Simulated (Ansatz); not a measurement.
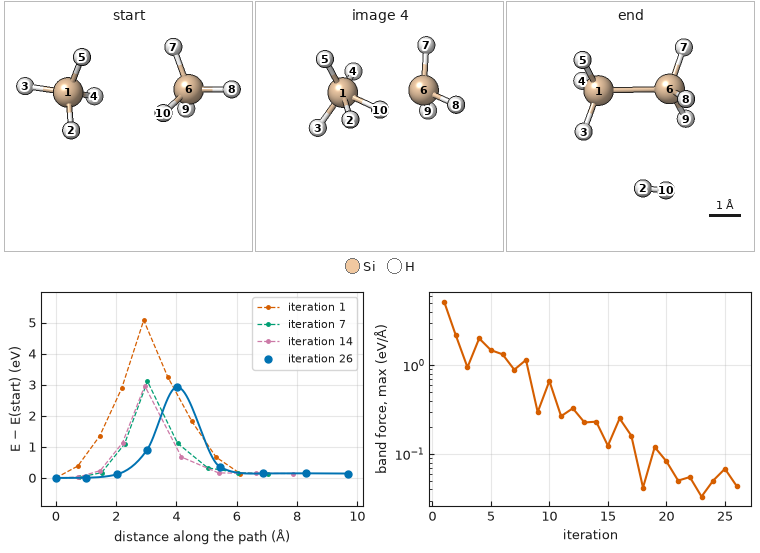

A nudged-elastic-band calculation for Si2H8, made up at the start of SiH$_{4}$ and SiH₄. Images are numbered from 0 (start) to 8 (end). The plot follows the band through its iterations. The picture is a ball-and-stick view, seen at a tilt.

Theory: Ansatz 0.2.0, RKS revPBE-D4/def2-SVP. Set-up: 7 movable images; climbing image; force threshold 0.05 eV/Å; iteration limit 60; starting path through a guess of the saddle point.

### How did the profile develop, and is the result final?

The result is final at these settings. The band converged in 26 iterations. The largest component of the band force went from 5.3 to 0.044 eV/Å. The climbing image converged on the top of the path. Its vibrational analysis gives one imaginary mode (1542i cm⁻¹), as a transition state must have. The first iteration put the highest image at 5.08 eV. Forward barrier 2.93 eV, backward barrier 2.78 eV, with image 4 at the top; the reaction energy is +0.14 eV.

Limits of the set-up: the start holds two separate molecules, 3.1 Å apart at their closest, whose relative position is a soft coordinate.

Cost: 110 s on 1 thread of AMD EPYC 9R45 96-Core Processor (Zen 5), on a shared host, peak memory 0.17 GiB.
